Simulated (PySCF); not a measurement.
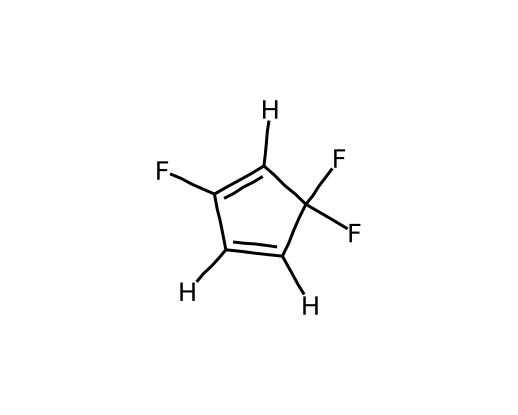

2D structure.

> Transcribe the drawing into SMILES.

FC1=CC(F)(F)C=C1

> What is the molecular formula?

C5H3F3.

> An optimisation with PBE0-D3(BJ)/def2-SVP gave a structure of which point group?

Cs.

The parts below concern this one geometry. Atoms keep their numbers from picture to picture. Computed geometry: PBE0-D3(BJ)/def2-SVP optimisation. No frequency run is at hand to confirm it as a minimum.

### Geometry

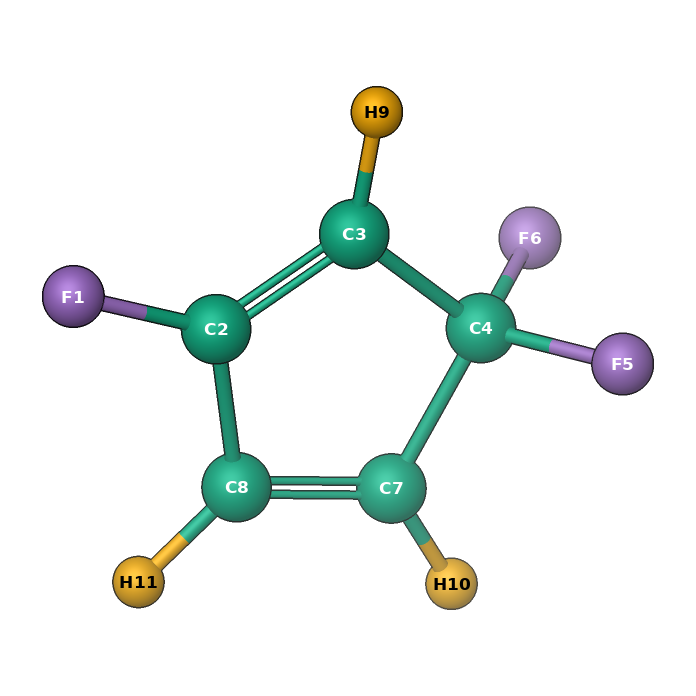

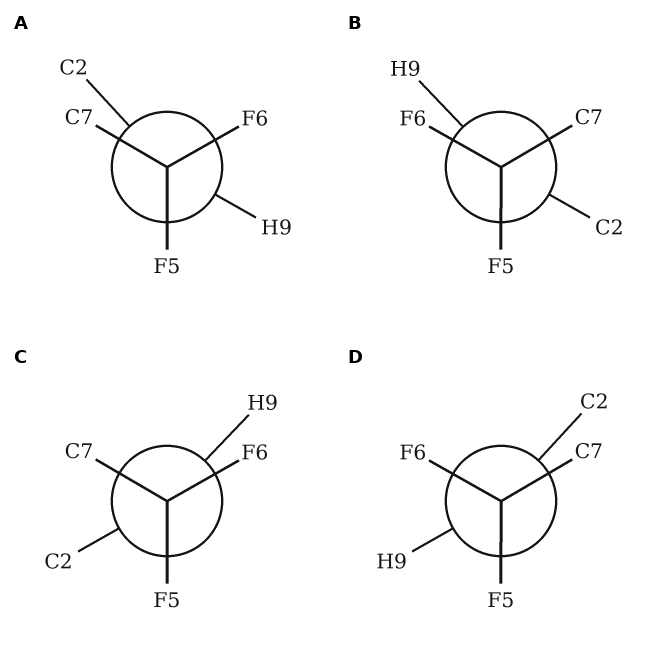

Distant atoms are faded towards the background colour. Bonds that would overlap in a projection are set slightly apart. No frequency run is at hand to confirm it as a minimum.

> Which Newman projection shows the view along C4–C3, with C4 in front?

D. The torsion angle F5–C4–C3–C2 is −120°, anticlinal.

### Dipole moment

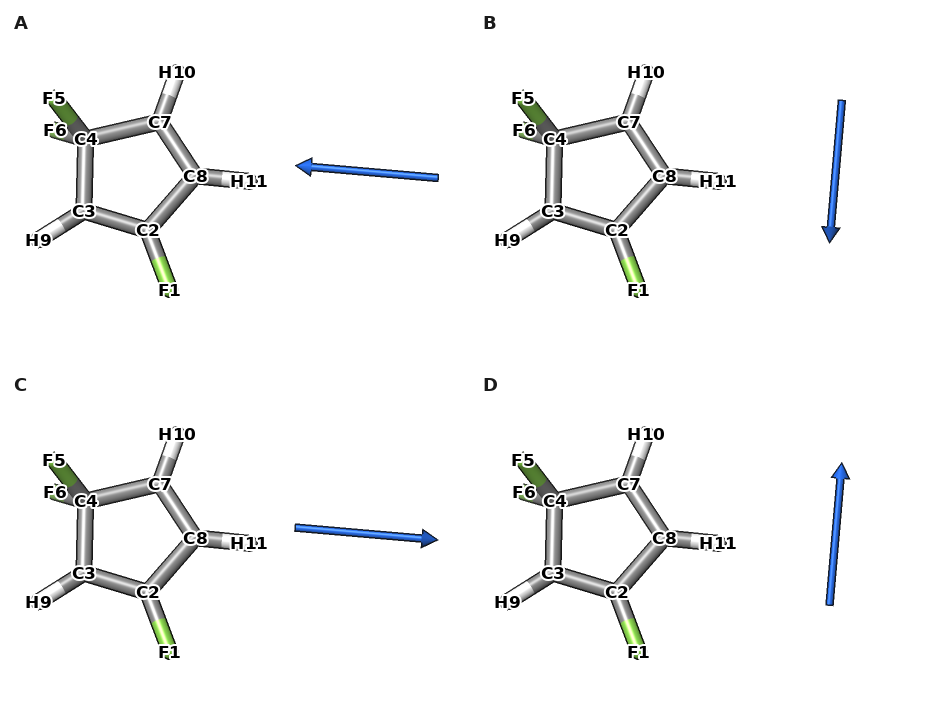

The same molecule four times, each with an arrow. No frequency run is at hand to confirm it as a minimum. Level of theory: PBE0/def2-TZVP, gas phase (PySCF 2.14.0).

> Which arrow points along the dipole moment, from the negative to the positive end?

C. The dipole moment is 1.71 D; it points from the side of F5, F6, H9 to the side of H11 (the outermost atoms at the two ends).

### Core levels

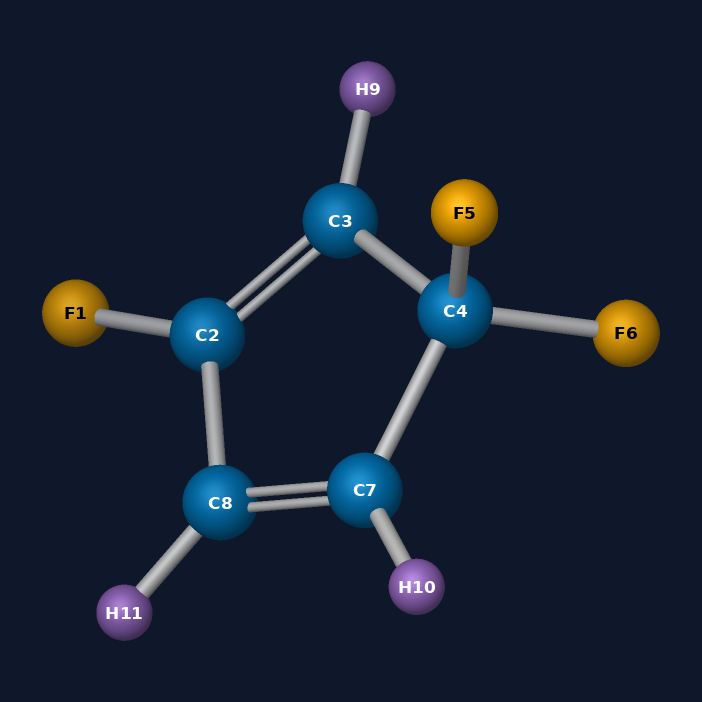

No frequency run is at hand to confirm it as a minimum. Properties computed with delta-SCF UKS B3LYP, pcX-2 on the ionised atom, pcseg-1 elsewhere, spin-free X2C (PySCF 2.14.0).

Give the core-electron binding energies (to vacuum) of F1 1s, C2 1s, C3 1s, C4 1s, F5 1s, C7 1s, C8 1s.

```tsv
atom	level	binding energy (eV)
F1	1s	693.6
C2	1s	293.8
C3	1s	290.9
C4	1s	296.1
F5	1s	692.9
C7	1s	291.2
C8	1s	291.8
```

### Polarisability

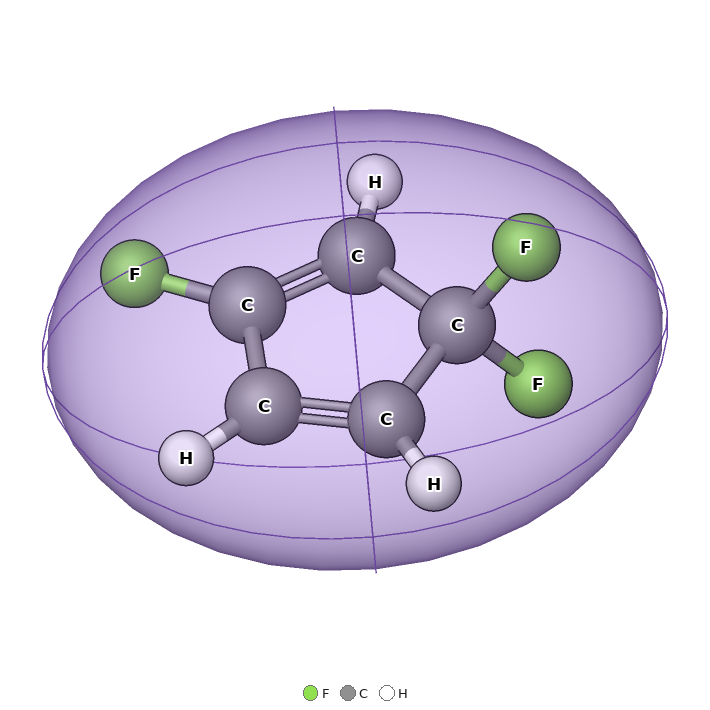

The ellipsoid shows the static dipole polarisability: its half-axes are proportional to the principal values. No frequency run is at hand to confirm it as a minimum. Method: PBE0/6-31+G* (PySCF 2.14.0).

> How large and how anisotropic is the polarisability?

Principal values 38.9, 57.0, 66.4 bohr³; mean 54.1 bohr³ (8.02 Å³); anisotropy 24.2 bohr³, so the longest axis is 1.71 times the shortest.
